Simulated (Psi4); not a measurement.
Geometry relaxation of AlH2O2F (part 2 of 2)

The same run, continued: AlH2O2F, SMILES [OH][Al]([OH])[F]; HF/pcseg-1, RHF (Psi4 1.11). The atoms were displaced at random from an optimised geometry.

Geometry of the input (Å):
```
O  -0.5771  1.3937  -0.7632
Al 0.0004  -0.0116  -0.0225
O  1.0611  -0.1369  1.2591
F  -0.5930  -1.6602  -0.6506
H  -1.2091  1.3593  -1.3851
H  1.3947  -1.0002  1.6126
```

Trajectory as extended XYZ, continued
```
6
Properties=species:S:1:pos:R:3:forces:R:3 step=4 energy=-13397.44657
O    -0.5604    1.3621   -0.7389    0.1036  -0.3711   0.1918
Al   -0.0239   -0.0809   -0.0462    0.0005   0.0708   0.0188
O     1.0527   -0.1415    1.2425    0.1848  -0.3882   0.1381
F    -0.5640   -1.5353   -0.6219   -0.0851   0.0256  -0.1086
H    -1.2248    1.3889   -1.4054   -0.0966   0.1870  -0.1546
H     1.3863   -0.9556    1.6057   -0.1072   0.4758  -0.0854
6
Properties=species:S:1:pos:R:3:forces:R:3 step=5 energy=-13397.45297
O    -0.5605    1.3497   -0.7363   -0.1227  -0.0089  -0.0697
Al   -0.0231   -0.0785   -0.0448    0.0493  -0.1437   0.0817
O     1.0520   -0.1440    1.2393    0.0706   0.0743   0.0249
F    -0.5647   -1.5270   -0.6234   -0.1183  -0.1037  -0.1411
H    -1.2237    1.3967   -1.4062    0.0372   0.1623  -0.0170
H     1.3857   -0.9460    1.6057    0.0839   0.0197   0.1212
6
Properties=species:S:1:pos:R:3:forces:R:3 step=6 energy=-13397.45497
O    -0.5615    1.3479   -0.7362   -0.1018  -0.0008  -0.0492
Al   -0.0220   -0.0787   -0.0433   -0.0155  -0.1737   0.0057
O     1.0532   -0.1427    1.2393    0.0810   0.0829   0.0405
F    -0.5665   -1.5267   -0.6257   -0.0900  -0.0602  -0.1088
H    -1.2232    1.4012   -1.4069    0.0323   0.1494  -0.0196
H     1.3870   -0.9433    1.6076    0.0941   0.0023   0.1315
6
Properties=species:S:1:pos:R:3:forces:R:3 step=7 energy=-13397.46489
O    -0.5689    1.3355   -0.7335   -0.0666   0.0381  -0.0192
Al   -0.0171   -0.0855   -0.0352   -0.2119  -0.0836  -0.2377
O     1.0655   -0.1296    1.2420    0.0362   0.0308   0.0105
F    -0.5786   -1.5208   -0.6424    0.0166  -0.0198   0.0203
H    -1.2179    1.4388   -1.4119    0.1139   0.0429   0.0837
H     1.4007   -0.9216    1.6263    0.1119  -0.0084   0.1424
6
Properties=species:S:1:pos:R:3:forces:R:3 step=8 energy=-13397.46758
O    -0.5715    1.3313   -0.7313   -0.0123   0.0574   0.0319
Al   -0.0170   -0.0884   -0.0341   -0.1514  -0.0532  -0.1734
O     1.0717   -0.1240    1.2440   -0.0369  -0.0458  -0.0658
F    -0.5825   -1.5192   -0.6480    0.0382  -0.0346   0.0483
H    -1.2133    1.4548   -1.4118    0.0836   0.0204   0.0593
H     1.4088   -0.9125    1.6369    0.0789   0.0558   0.0997
6
Properties=species:S:1:pos:R:3:forces:R:3 step=9 energy=-13397.46981
O    -0.5730    1.3291   -0.7278    0.0395   0.0699   0.0802
Al   -0.0180   -0.0911   -0.0346   -0.0483  -0.0070  -0.0597
O     1.0765   -0.1199    1.2444   -0.0982  -0.1107  -0.1275
F    -0.5845   -1.5182   -0.6513    0.0306  -0.0854   0.0424
H    -1.2074    1.4695   -1.4102    0.0376   0.0141   0.0163
H     1.4177   -0.9026    1.6484    0.0388   0.1190   0.0482
6
Properties=species:S:1:pos:R:3:forces:R:3 step=10 energy=-13397.47261
O    -0.5738    1.3289   -0.7217    0.0686   0.0785   0.1027
Al   -0.0197   -0.0939   -0.0359    0.0537   0.0246   0.0529
O     1.0803   -0.1166    1.2424   -0.1363  -0.1618  -0.1591
F    -0.5858   -1.5186   -0.6539    0.0165  -0.1260   0.0280
H    -1.1988    1.4879   -1.4073    0.0061   0.0091  -0.0109
H     1.4297   -0.8878    1.6636   -0.0087   0.1757  -0.0136
6
Properties=species:S:1:pos:R:3:forces:R:3 step=11 energy=-13397.47696
O    -0.5735    1.3324   -0.7100    0.0792   0.0657   0.1006
Al   -0.0225   -0.0976   -0.0385    0.1498   0.0481   0.1588
O     1.0834   -0.1139    1.2360   -0.1294  -0.2125  -0.1312
F    -0.5865   -1.5216   -0.6563   -0.0046  -0.1446   0.0040
H    -1.1838    1.5169   -1.4016   -0.0118   0.0008  -0.0207
H     1.4495   -0.8610    1.6882   -0.0832   0.2425  -0.1114
6
Properties=species:S:1:pos:R:3:forces:R:3 step=12 energy=-13397.48094
O    -0.5715    1.3393   -0.6986    0.0847   0.0198   0.0955
Al   -0.0249   -0.0994   -0.0413    0.1552   0.0371   0.1676
O     1.0824   -0.1150    1.2275   -0.0811  -0.1704  -0.0656
F    -0.5854   -1.5265   -0.6560   -0.0205  -0.1103  -0.0170
H    -1.1703    1.5391   -1.3955   -0.0270   0.0021  -0.0305
H     1.4648   -0.8357    1.7068   -0.1113   0.2217  -0.1501
6
Properties=species:S:1:pos:R:3:forces:R:3 step=13 energy=-13397.48365
O    -0.5687    1.3459   -0.6904    0.0516  -0.0077   0.0490
Al   -0.0259   -0.0995   -0.0430    0.0688  -0.0057   0.0765
O     1.0784   -0.1182    1.2196   -0.0399  -0.0159  -0.0243
F    -0.5838   -1.5307   -0.6546   -0.0248  -0.0485  -0.0258
H    -1.1621    1.5506   -1.3914   -0.0050  -0.0034  -0.0003
H     1.4718   -0.8177    1.7146   -0.0508   0.0811  -0.0751
6
Properties=species:S:1:pos:R:3:forces:R:3 step=14 energy=-13397.48412
O    -0.5674    1.3477   -0.6873    0.0142  -0.0036   0.0019
Al   -0.0258   -0.0998   -0.0430    0.0007  -0.0254   0.0015
O     1.0765   -0.1186    1.2165   -0.0092   0.0418   0.0074
F    -0.5838   -1.5320   -0.6548   -0.0183  -0.0165  -0.0200
H    -1.1593    1.5548   -1.3900    0.0289  -0.0165   0.0415
H     1.4735   -0.8106    1.7163   -0.0163   0.0203  -0.0323
6
Properties=species:S:1:pos:R:3:forces:R:3 step=15 energy=-13397.48427
O    -0.5665    1.3485   -0.6863    0.0252  -0.0167   0.0146
Al   -0.0258   -0.1002   -0.0431   -0.0201  -0.0277  -0.0211
O     1.0758   -0.1181    1.2158   -0.0060   0.0619   0.0090
F    -0.5839   -1.5328   -0.6549   -0.0143  -0.0023  -0.0161
H    -1.1581    1.5554   -1.3889    0.0160  -0.0107   0.0264
H     1.4737   -0.8084    1.7161   -0.0008  -0.0044  -0.0128
6
Properties=species:S:1:pos:R:3:forces:R:3 step=16 energy=-13397.48459
O    -0.5641    1.3490   -0.6826    0.0069  -0.0113  -0.0086
Al   -0.0259   -0.1020   -0.0432   -0.0534  -0.0283  -0.0581
O     1.0748   -0.1146    1.2143    0.0165   0.0568   0.0342
F    -0.5853   -1.5342   -0.6567   -0.0036   0.0167  -0.0048
H    -1.1539    1.5601   -1.3857    0.0226  -0.0138   0.0356
H     1.4756   -0.8005    1.7174    0.0110  -0.0200   0.0018
6
Properties=species:S:1:pos:R:3:forces:R:3 step=17 energy=-13397.48486
O    -0.5615    1.3490   -0.6806    0.0259  -0.0200   0.0153
Al   -0.0263   -0.1038   -0.0437   -0.0432  -0.0162  -0.0460
O     1.0741   -0.1105    1.2147   -0.0042   0.0596   0.0077
F    -0.5865   -1.5353   -0.6582    0.0024   0.0193   0.0017
H    -1.1512    1.5606   -1.3824   -0.0112   0.0025  -0.0052
H     1.4754   -0.7969    1.7158    0.0303  -0.0453   0.0265
6
Properties=species:S:1:pos:R:3:forces:R:3 step=18 energy=-13397.48499
O    -0.5600    1.3481   -0.6794    0.0100  -0.0026  -0.0025
Al   -0.0266   -0.1053   -0.0439   -0.0182  -0.0044  -0.0185
O     1.0742   -0.1072    1.2154   -0.0015   0.0118   0.0124
F    -0.5875   -1.5355   -0.6596    0.0036   0.0068   0.0035
H    -1.1497    1.5618   -1.3807   -0.0073   0.0020  -0.0008
H     1.4760   -0.7949    1.7156    0.0134  -0.0135   0.0059
```

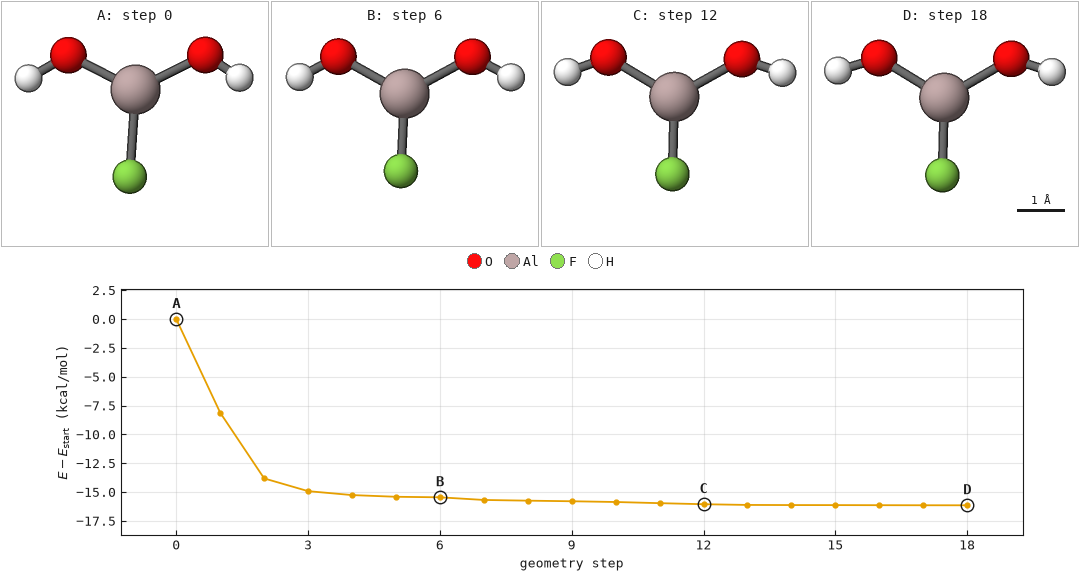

Frames of the relaxation (ball-and-stick view, seen at a tilt) above the curves, on which the letters mark them (steps are counted from 0).

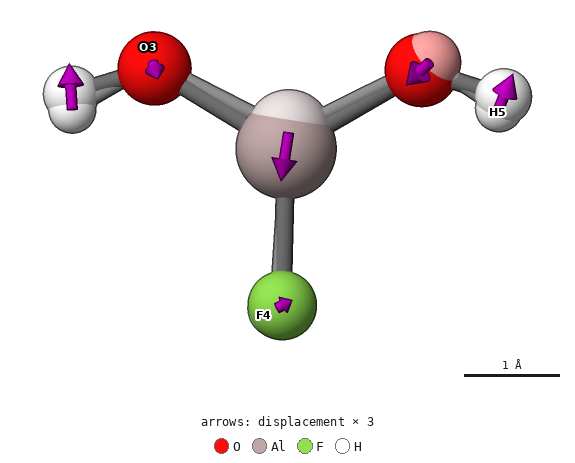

Start (faint) and end (solid) with the displacements as pink arrows, magnified 3 times (ball-and-stick view, seen at a tilt). The two geometries are laid on each other by the best rigid fit. Over 18 geometry steps the energy falls by 16.1 kcal/mol. The largest force component goes from 3.4 to 0.018 eV/Å. Al2 moves most after the best rigid fit: 0.18 Å. Largest moves by element: Al 0.18 Å, H 0.17 Å, O 0.13 Å, F 0.06 Å. Among the contacts that change: Al2–F4 1.861 → 1.655 Å, O1–H5 0.887 → 0.941 Å, O3–H6 0.991 → 0.941 Å, O1–Al2 1.690 → 1.674 Å. Among the angles that change: Al2–O1–H5 121.2° → 132.8°, Al2–O3–H6 123.6° → 133.0°, O1–Al2–O3 128.0° → 119.8°. (Atoms are counted from 1 in the order of the input.)

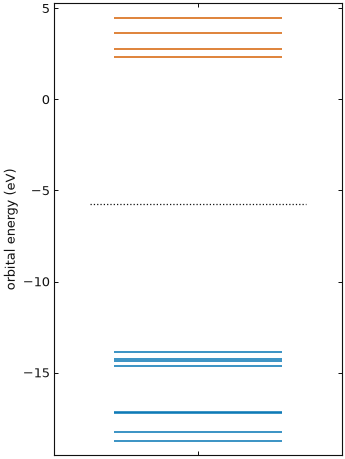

Orbital energies near the frontier; the dotted line parts filled from empty levels, and levels within 0.02 eV of each other stand side by side. Highest filled −13.85 eV, lowest empty 2.32 eV, 16.17 eV apart.

Summary

| quantity | value |
| --- | --- |
| outcome | converged |
| total energy | −492.348492 hartree |
| basis functions | 70 |
| HOMO | −13.85 eV |
| LUMO | 2.32 eV |
| dipole moment | 0.46 D |
| wall time | 24 s |
| peak memory | 0.25 GiB |
